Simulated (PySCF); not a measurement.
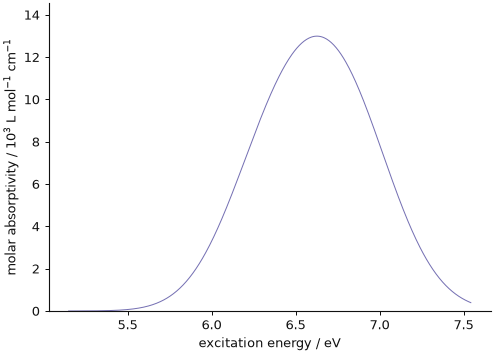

Computed absorption of C₄H₁₂O₂P₂, SMILES C[P@](=O)(P)CCCO. Vertical TDDFT excitations, PBE0/def2-SVPD (IEF-PCM chloroform), PySCF, at a PBE0-D3(BJ)/def2-SVP geometry (no frequency check). The lowest 6 singlet states are shown; each is broadened by a Gaussian of 1/e half-width 0.40 eV.

Q: Which of the computed transitions is the brightest, and what character does the calculation give it?

A: S1 at 6.35 eV (195 nm), f = 0.151, mainly HOMO → LUMO (94 %).

Q: List the transitions behind the spectrum.

A:
| state | E (eV) | λ (nm) | f | main character |
| --- | --- | --- | --- | --- |
| S1 | 6.35 | 195 | 0.151 | HOMO → LUMO (94 %) |
| S2 | 6.53 | 190 | 0.005 | HOMO → LUMO+1 (69 %) |
| S3 | 6.64 | 187 | 0.091 | HOMO−1 → LUMO (84 %) |
| S4 | 6.80 | 182 | 0.140 | HOMO → LUMO+2 (68 %) |
| S5 | 6.98 | 178 | 0.031 | HOMO−2 → LUMO (83 %) |
| S6 | 7.04 | 176 | 0.003 | HOMO−1 → LUMO+1 (88 %) |

Note: one conformer of a flexible molecule; core orbitals are frozen in the response.
